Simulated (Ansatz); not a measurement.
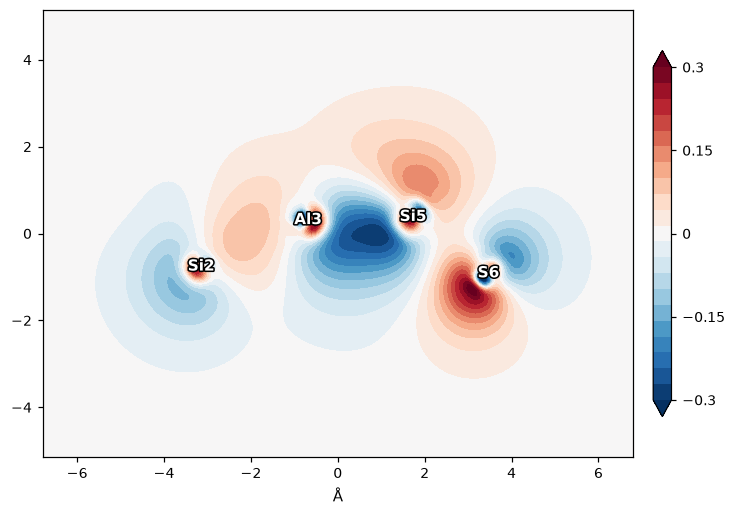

*AlH8NSSi3. One frontier orbital on the plane of atoms Si2, Al3 and Si5 (values in Å⁻³ᐟ²; the overall sign is arbitrary).*

Theory: Ansatz 0.2.0, RKS B3LYP-D4/6-31G*.

```xyz
14

N     1.0154   -2.1332    2.0988
Si    0.8075   -0.5276    2.7239
Al    0.4096    0.4863    0.2694
Si   -0.3320   -0.5218   -1.8490
Si   -0.6230    1.8011   -1.4743
S    -2.3427    3.0784   -1.8465
H     0.7360   -2.5008    1.1957
H     1.6556   -2.7594    2.5732
H    -0.4382   -0.1794    1.6868
H     1.6338    0.4896    1.4318
H    -1.5761   -1.2778   -1.4929
H     0.2525   -1.1253   -3.0848
H     0.4942    2.4847   -2.1950
H    -3.2024    2.3937   -1.0621
```

### Which orbital is it: HOMO or LUMO?

The HOMO, at −5.88 eV. By Hirshfeld shares it lies mainly on Si5 (about 25 %), S6 (about 25 %), Al3 (about 20 %), Si4 (about 15 %) and Si2 (about 5 %).
